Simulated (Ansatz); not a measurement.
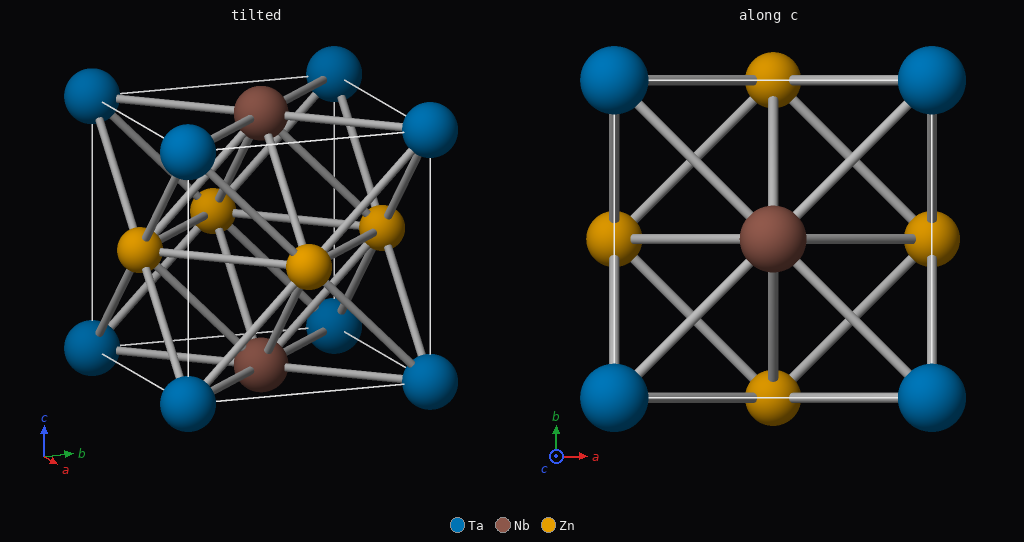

The crystal in a ball-and-stick representation, seen slightly off an axis and along the c axis. The wireframe shows the conventional unit cell.

TaNbZn2, space group P4/mmm (No. 123), a = 4.018 Å, b = 4.018 Å, c = 3.994 Å, α = 90.00°, β = 90.00°, γ = 90.00°. It derives from a structure type filled with these elements by a generator (whether the compound takes this form wasn't checked). Earlier steps of the study may have refined or changed the cell and positions. A calculation with Ansatz used it as input.

This one geometry was computed with Ansatz (DFT, plane waves, PAW) at three levels of theory: PBE, LDA and r2SCAN.

Which level gives the highest pressure at this volume, and what does that say about its equilibrium volume?

Answer. Highest: PBE (0.0 GPa), which points to the largest equilibrium volume. Lowest, with the smallest volume: LDA (-10.5 GPa). Levels within 0.5 GPa of each other can't be told apart.

How does the band gap change with the level of theory?

Answer. All levels give a metal.

Collect the results in a table.

Answer.
| level | cutoff (eV) | k-mesh of the run's cell | gap (eV) | pressure (GPa) |
| --- | --- | --- | --- | --- |
| PBE | 420 | 12×12×12 | metal | 0.0 |
| LDA | 420 | 12×12×12 | metal | -10.5 |
| r2SCAN | 500 | 12×12×12 | metal | -3.2 |

Gaps are taken on the k-mesh or band path of each run.
